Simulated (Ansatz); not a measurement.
# Phonon calculation, with input and output: C$_{3}$H$_{6}$BN

The run: phonon calculation of C$_{3}$H$_{6}$BN. Method and program: RKS PBE0-D4/def2-SVP (Ansatz 0.2.0).

It belongs to a series of runs on one base structure; here: vibrations at the highest image of the band.

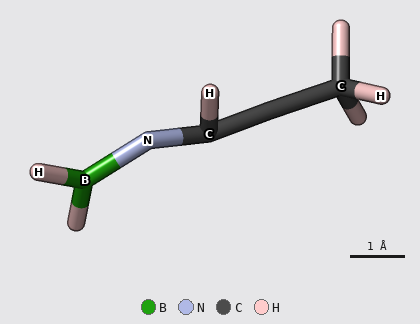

**Figure 1.** The input geometry (stick view, seen at a tilt). Bond lengths as drawn: B–H 1.21 to 1.22 Å, B–N 1.40 Å, C–C 1.24 to 1.45 Å, C–H 1.10 to 1.22 Å and C–N 1.32 Å.

Input file:
```yaml
crystal:
  periodic: [false, false, false]
  atoms:
    - { symbol: B, position_ang: [-1.1949, -1.06617, 2.336197] }
    - { symbol: "N", position_ang: [-1.04652, -0.568047, 1.041255] }
    - { symbol: C, position_ang: [-0.068432, -0.11501, 0.28569] }
    - { symbol: C, position_ang: [0.496411, 0.346339, -0.721025] }
    - { symbol: C, position_ang: [1.219468, 0.887345, -1.858652] }
    - { symbol: H, position_ang: [-2.293382, -1.410007, 2.710707] }
    - { symbol: H, position_ang: [-0.224084, -1.14689, 3.065811] }
    - { symbol: H, position_ang: [-1.110174, -0.093745, -0.348668] }
    - { symbol: H, position_ang: [1.194316, 0.205772, -2.723955] }
    - { symbol: H, position_ang: [2.277983, 1.041531, -1.591555] }
    - { symbol: H, position_ang: [0.814615, 1.861984, -2.175206] }
basis:
  gaussian: { orbitals: def2-SVP }
hamiltonian:
  xc: pbe0
  dispersion: d4
phonons: {}
```

Hardware: 2 threads of Arm Neoverse V1, 24 GiB of memory available, shared host.

Run as:
```bash
ansatz run input.yaml --threads 2 --pin off --max-ram 3072MiB --backend cpu --events-out ev --progress --plain --runs-dir out
```

What the program printed:
```
Engine: ansatz 0.2.0, aarch64-unknown-linux-gnu
Functional definition: PBE0
  parameter a = 0.25
  parameter kappa = 0.804
  parameter beta = 0.06672455060314922
  exchange = (1 - a)*pbe_x(kappa = kappa, mu = beta*pi^2/3) + a*exact_x
  correlation = pbe_c(beta = beta)
1151 factors; integrals over basis functions are off by at most 3.6e-4 eV
mean field evaluation 1: about -5354.2798 eV, gradient 4.7e1 eV
mean field evaluation 2: about -5350.5581 eV, gradient 6.3e1 eV
mean field evaluation 4: about -5359.7352 eV, gradient 4.8e0 eV
mean field evaluation 8: about -5359.8430 eV, gradient 4.4e-1 eV
mean field evaluation 16: about -5359.8434 eV, gradient 2.1e-5 eV
mean field -5359.84342451 eV, -196.9706128185 hartree, gradient 2.1e-5 eV, S^2 0.000000; 0 other end points of the search recorded, 0 dependent functions left out
the calculation of the forces begins
reference -5359.84345526 eV, -196.9706139485 hartree; 18, 18 occupied and 82, 82 virtual orbitals, 1151 factors
these checks for a lower state are left out or cut short: stability, starts, cluster_reference, orbital_swaps, neighbouring_geometries, increment
1151 factors; integrals over basis functions are off by at most 3.6e-4 eV
mean field -5359.84328781 eV, -196.9706077946 hartree, gradient 1.9e-6 eV, S^2 0.000000; 0 other end points of the search recorded, 0 dependent functions left out
[... from here on the field's lines of each further geometry are left out, up to the last ...]
the calculation of the forces begins
reference -5359.84341809 eV, -196.9706125825 hartree; 18, 18 occupied and 82, 82 virtual orbitals, 1151 factors
these checks for a lower state are left out or cut short: stability, starts, cluster_reference, orbital_swaps, neighbouring_geometries, increment
1151 factors; integrals over basis functions are off by at most 3.6e-4 eV
mean field -5359.84341889 eV, -196.9706126118 hartree, gradient 8.2e-7 eV, S^2 0.000000; 0 other end points of the search recorded, 0 dependent functions left out
the calculation of the forces begins
reference -5359.84344963 eV, -196.9706137417 hartree; 18, 18 occupied and 82, 82 virtual orbitals, 1151 factors
WARN: phonons: modes at or below zero, which the zero-point energy, F, S and C_V leave out: 1, the lowest at -1816.73 cm⁻¹. A minimum has none, and a first-order saddle one
Total energy: -5359.98707393 eV, -196.9758918372 hartree
Atom 0 at    -1.194900    -1.066170     2.336197 Å, force    -0.000403     0.001308    -0.001287 eV/Å
Atom 1 at    -1.046520    -0.568047     1.041255 Å, force    -0.007266    -0.002998    -0.000045 eV/Å
Atom 2 at    -0.068432    -0.115010     0.285690 Å, force     0.016197    -0.004241     0.006806 eV/Å
Atom 3 at     0.496411     0.346339    -0.721025 Å, force    -0.008235    -0.000075     0.001789 eV/Å
Atom 4 at     1.219468     0.887345    -1.858652 Å, force     0.002261     0.002147    -0.001098 eV/Å
Atom 5 at    -2.293382    -1.410007     2.710707 Å, force     0.000974     0.000475     0.000152 eV/Å
Atom 6 at    -0.224084    -1.146890     3.065811 Å, force    -0.000020     0.001158    -0.000886 eV/Å
Atom 7 at    -1.110174    -0.093745    -0.348668 Å, force    -0.001864     0.000821    -0.002918 eV/Å
Atom 8 at     1.194316     0.205772    -2.723955 Å, force    -0.004226     0.001731    -0.001298 eV/Å
Atom 9 at     2.277983     1.041531    -1.591555 Å, force    -0.001028     0.001003     0.003524 eV/Å
Atom 10 at     0.814615     1.861984    -2.175206 Å, force     0.003611    -0.001329    -0.004739 eV/Å
Dipole moment:     0.297709     0.336586    -0.790235 e Å
Vibrations: -1816.73 60.11 113.46 143.57 229.93 243.76 382.54 460.58 534.58 741.91 938.91 987.05 1003.19 1031.82 1097.92 1246.70 1380.61 1437.47 1441.75 1565.01 2275.02 2518.92 2532.54 2632.19 3042.85 3133.56 3136.82 cm⁻¹, zero-point energy 2.127119 eV
```

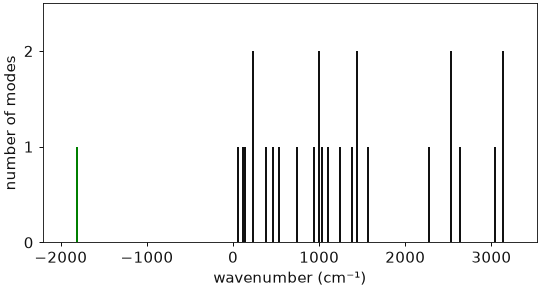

**Figure 2.** Harmonic vibrational wavenumbers from the force constants; neighbouring modes closer than 23 cm⁻¹ are counted in one stick, and imaginary ones are drawn at negative wavenumbers. 27 modes from 1817i to 3137 cm⁻¹, 1 imaginary beyond 8i (1817i cm⁻¹): a first-order saddle point, if the geometry is stationary.

Results in brief:

| quantity | value |
| --- | --- |
| outcome | converged |
| total energy | −5359.9871 eV |
| mean-field energy | −5359.8435 eV |
| largest force (length of the vector) | 0.018 eV/Å |
| wall time | 98 s (CPU time 3.2 min) |
| peak memory | 0.2 GiB |
